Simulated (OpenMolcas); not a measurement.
# One shape, several levels: CH2BF3O (SMILES OC(F)B(F)F)

Wanted: a comparison of 6 runs (HF/3-21G, SVWN5/def2-SVP, TPSS/def2-SVP, r2SCAN/def2-SVP, revPBE/def2-SVP, MP2/def2-SVP) of CH2BF3O. 

The calculation is run with OpenMolcas 26.06.

### Step 1. The system as given

The species is CH2BF3O (8 atoms), meant as a singlet with charge 0. SMILES: `OC(F)B(F)F`. Geometry: relaxed at PBE0-D4/def2-TZVP. This is one conformer, not always the lowest.

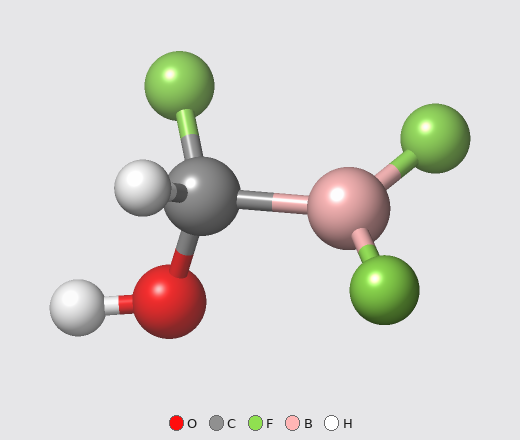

The structure, seen from a chosen angle (oxygen red, carbon grey, fluorine green, boron pink, hydrogen white).

### Step 2. Energy and gradient at HF/3-21G (run 1)

File calc.input:

```
&GATEWAY
 BASLIB = $CurrDir
 COORD
 8
 angstrom
 O       -0.197300      -1.323900       0.466200
 C        0.446500      -0.164100       0.086400
 F        1.166700       0.362800       1.146700
 B       -0.673500       0.866000      -0.392200
 F       -1.258000       0.689100      -1.556000
 F       -1.023000       1.898300       0.333000
 H        0.445400      -2.033100       0.566400
 H        1.185400      -0.352200      -0.706200
 BASIS = 3-21G
 GROUP = NoSym

&SEWARD

&SCF
 THRESHOLDS = 1e-10 1e-07 1e-07 1e-05
 PRORBITALS = 1 2

&ALASKA
```

The basis set 3-21G is read from a file made from the Basis Set Exchange's data (not shown).

Started as:

```bash
$ export MOLCAS_MEM=1860
$ pymolcas calc.input > calc.log
```

Log:

```text
--- Start Module: gateway ---
[...]
--- Stop Module: gateway /rc=_RC_ALL_IS_WELL_ ---
[...]
      Basis functions           58
[...]
--- Start Module: scf ---
[...]
       Convergence after  13 Iterations
[...]
::    Total SCF energy                               -434.6514327339
[...]
      Total spin, S                                     0.0000000000
[...]
      Total electronic charge=   48.000000
      Total            charge=   -0.000000
[...]
      Dipole Moment (debye):
      Origin of the operator (angstrom)=   -0.2524    0.4085    0.0264
                   X=  1.8832E+00               Y= -1.8853E+00               Z= -1.3773E+00           Total=  2.9997E+00
      Quadrupole Moment (debye*angstrom):
[...]
--- Stop Module: scf /rc=_RC_ALL_IS_WELL_ ---
[...]
--- Start Module: alaska ---
[...]
 *              Molecular gradients               *
 **************************************************
  Irreducible representation: a
 ------------------------------------------------------------------------------------------
                              X                       Y                       Z
 ------------------------------------------------------------------------------------------
  O1                7.48988924072513E-03    1.14487258209763E-02    7.63403103050564E-04
  C2               -8.25942543390079E-03   -1.87265154976317E-02    2.62640125003692E-02
  F3               -3.79415891320889E-03   -7.90436380011528E-03   -9.27091812950565E-03
  B4               -2.72842800410715E-02    2.75936799031589E-02   -1.69537699194257E-02
  F5                1.21640691350482E-02    2.32144793085420E-03    2.28178968458437E-02
  F6                9.09185182150463E-03   -2.25210454344804E-02   -1.34570704402570E-02
  H7                2.43349059756914E-03    9.01196125588388E-03   -4.93690117433959E-03
  H8                8.15856359332789E-03   -1.22389017861602E-03   -5.22665278575252E-03
[...]
--- Stop Module: alaska /rc=_RC_ALL_IS_WELL_ ---
[...]
```

Run time: 2.8 s. Hardware: 1 thread of Intel Xeon Platinum 8375C at 2.90GHz (Ice Lake), shared host; peak memory 0.39 GiB.

### Step 3. Energy and gradient at SVWN5/def2-SVP (run 2)

File test.inp:

```
&gateway
baslib
$CurrDir
coord
8
angstrom
O       -0.197300      -1.323900       0.466200
C        0.446500      -0.164100       0.086400
F        1.166700       0.362800       1.146700
B       -0.673500       0.866000      -0.392200
F       -1.258000       0.689100      -1.556000
F       -1.023000       1.898300       0.333000
H        0.445400      -2.033100       0.566400
H        1.185400      -0.352200      -0.706200
basis
def2-SVP
group
NoSym
&seward
gridinput
Grid=UltraFine
End of Grid
&scf
ksdft
SVWN5
thresholds
1e-10 1e-07 1e-07 1e-05
prorbitals
1 2
&alaska
```

The basis set def2-SVP is read from a file made from the Basis Set Exchange's data (not shown).

Started as:

```bash
$ export MOLCAS_MEM=1860
$ pymolcas test.inp > test.log
```

Log:

```text
--- Start Module: gateway ---
[...]
--- Stop Module: gateway /rc=_RC_ALL_IS_WELL_ ---
[...]
      Basis functions           94
[...]
--- Start Module: scf ---
[...]
       Convergence after  16 Iterations
[...]
::    Total KS-DFT energy                            -435.6401151605
[...]
      Total spin, S                                     0.0000000000
[...]
      Total electronic charge=   48.000000
      Total            charge=   -0.000000
[...]
      Dipole Moment (debye):
      Origin of the operator (angstrom)=   -0.2524    0.4085    0.0264
                   X=  1.3234E+00               Y= -1.6474E+00               Z= -9.7398E-01           Total=  2.3268E+00
      Quadrupole Moment (debye*angstrom):
[...]
--- Stop Module: scf /rc=_RC_ALL_IS_WELL_ ---
[...]
--- Start Module: alaska ---
[...]
 *              Molecular gradients               *
 **************************************************
  Irreducible representation: a
 ------------------------------------------------------------------------------------------
                              X                       Y                       Z
 ------------------------------------------------------------------------------------------
  O1                9.26895775648617E-03   -1.85021978382043E-02    5.04704182478610E-03
  C2                9.52206252460064E-03    2.01321884827817E-03   -1.77703147863761E-02
  F3                4.11962107662589E-03   -3.79839324278208E-04    4.93522133548119E-03
  B4               -2.93337567435192E-03    4.17118143040240E-03   -1.58457876794793E-03
  F5               -5.92310444275768E-04   -9.89471909327300E-04   -2.27717792403581E-03
  F6               -5.88600409210827E-04    1.83546934268719E-03    1.46871966240347E-03
  H7               -1.00309257018671E-02    1.03197666316559E-02   -1.25242501091116E-03
  H8               -8.76542912792644E-03    1.53187281890754E-03    1.14335136665384E-02
[...]
--- Stop Module: alaska /rc=_RC_ALL_IS_WELL_ ---
[...]
```

It took 24 s on 1 thread of Intel Xeon Platinum 8375C at 2.90GHz (Ice Lake), shared host; peak memory 0.52 GiB.

Runs 3 to 5 aren't shown in full; the table further down has their settings and results.

### Step 4. The energy at MP2/def2-SVP (run 6)

File test.inp:

```
&gateway
 baslib=$CurrDir
 coord
 8
 angstrom
 O       -0.197300      -1.323900       0.466200
 C        0.446500      -0.164100       0.086400
 F        1.166700       0.362800       1.146700
 B       -0.673500       0.866000      -0.392200
 F       -1.258000       0.689100      -1.556000
 F       -1.023000       1.898300       0.333000
 H        0.445400      -2.033100       0.566400
 H        1.185400      -0.352200      -0.706200
 basis=def2-SVP
 group=NoSym

&seward

&scf
 thresholds=1e-10 1e-07 1e-07 1e-05
 prorbitals=1 1

&mbpt2
 frozen=6
```

The basis set def2-SVP is read from a file made from the Basis Set Exchange's data (not shown).

Started as:

```bash
$ export MOLCAS_MEM=1860
$ pymolcas test.inp > test.log
```

Log:

```text
--- Start Module: gateway ---
[...]
--- Stop Module: gateway /rc=_RC_ALL_IS_WELL_ ---
[...]
      Basis functions           94
[...]
--- Start Module: scf ---
[...]
       Convergence after  13 Iterations
[...]
::    Total SCF energy                               -436.6702417541
[...]
      Total spin, S                                     0.0000000000
[...]
      Total electronic charge=   48.000000
      Total            charge=   -0.000000
[...]
      Dipole Moment (debye):
      Origin of the operator (angstrom)=   -0.2524    0.4085    0.0264
                   X=  1.5821E+00               Y= -1.8023E+00               Z= -1.3117E+00           Total=  2.7335E+00
      Quadrupole Moment (debye*angstrom):
[...]
--- Stop Module: scf /rc=_RC_ALL_IS_WELL_ ---
[...]
--- Start Module: mbpt2 ---
[...]
WARNING!
Default frozen orbitals as non valence orbitals is overwritten by user input.
Default values:   6
[...]
       Reference weight ( Cref**2 )         =        0.81756
::    Total MBPT2 energy                             -437.6143973355
[...]
      Total MBPT2 calculations                           0.40      0.45
--- Stop Module: mbpt2 /rc=_RC_ALL_IS_WELL_ ---
[...]
```

Wall time 8.4 s (1 thread of Intel Xeon Platinum 8375C at 2.90GHz (Ice Lake), shared host); peak memory 0.52 GiB.

### Step 5. All runs side by side

| run | level | integration grid | task | energy (Eh) | dipole moment (D) of the reference | HOMO energy (eV) | LUMO energy (eV) | wall time |
| --- | --- | --- | --- | --- | --- | --- | --- | --- |
| 1 | HF/3-21G | – | gradient | -434.651433 | 3.00 | -13.26 | 3.82 | 2.8 s |
| 2 | SVWN5/def2-SVP | UltraFine | gradient | -435.640115 | 2.33 | -7.26 | -1.58 | 24 s |
| 3 | TPSS/def2-SVP | UltraFine | gradient | -438.722669 | 2.24 | -7.33 | -1.13 | 43 s |
| 4 | r2SCAN/def2-SVP | UltraFine | gradient | -438.484992 | 2.35 | -7.64 | -0.91 | 38 s |
| 5 | revPBE/def2-SVP | UltraFine | gradient | -438.539620 | 2.20 | -7.10 | -1.17 | 32 s |
| 6 | MP2/def2-SVP | – | energy | -437.614397 | 2.73 | -13.59 | 3.45 | 8.4 s |

### Step 6. Results

| quantity | value |
| --- | --- |
| run 6: total energy | -437.61440 Eh |
| run 6: dipole moment (mean-field density) | 2.73 D |
| run 6: HOMO energy (Hartree–Fock orbitals) | -13.59 eV |
| run 6: LUMO energy (Hartree–Fock orbitals) | 3.45 eV |
| run 6: HOMO–LUMO gap (Hartree–Fock orbitals) | 17.04 eV |
| run 6: correlation energy (6 core orbitals frozen) | -944.2 mEh |

What this shows: Over runs 1, 2, 3, 4, 5 the dipole moment (its size) runs from 2.20 D (revPBE/def2-SVP) to 3.00 D (HF/3-21G). The two ends differ in method and basis. Over runs 1, 2, 3, 4, 5 the HOMO–LUMO gap runs from 5.67 eV (SVWN5/def2-SVP) to 17.08 eV (HF/3-21G). Totals of different functionals can't be ranked against each other. All runs together took 2.5 min, the longest 43 s.
